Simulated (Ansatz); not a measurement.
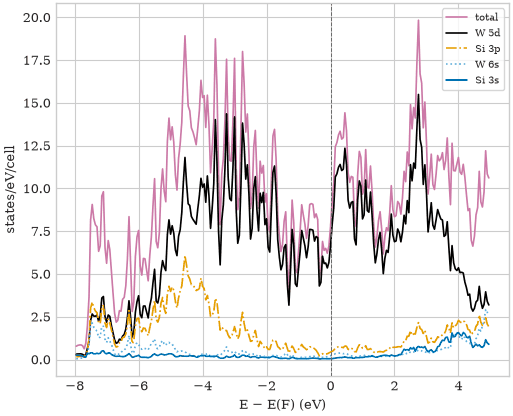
*Total and projected density of states of Si3W5 in space group I4/mcm (No. 140; Si on 4a, Si on 8h, W on 16k, W on 4b), plane-wave PAW PBEsol (Ansatz code)*

Question: Which orbitals carry the states next to the Fermi level?

Answer: Within 0.5 eV of the Fermi level: W 5d 86 %, Si 3p 5 %, outside the projected shells 5 %. Projections are on Löwdin-orthogonalised atomic valence shells; empty p or d shells of many metals are not among them.

Question: Where is the tallest occupied peak in this window, and what makes it?

Answer: Near -4.5 eV, about 19 states/eV per cell; the largest projected share is W 5d.

The first step of the workflow began from a Materials Project structure, measured or hypothetical; the Crystallography Open Database copy checked does not list it. Its standing as an ambient phase is unchecked. The PBEsol relaxation kept the symmetry of its start; its stability against distortions is not shown here. No spin polarisation was allowed. Scalar-relativistic: spin–orbit coupling is off unless named, which matters more the heavier the elements.

Potentials: the earlier of the program's two PAW sets. The files were generated under PBE; for other functionals the program regenerates the frozen cores, and for LDA and PBEsol the local potential too.
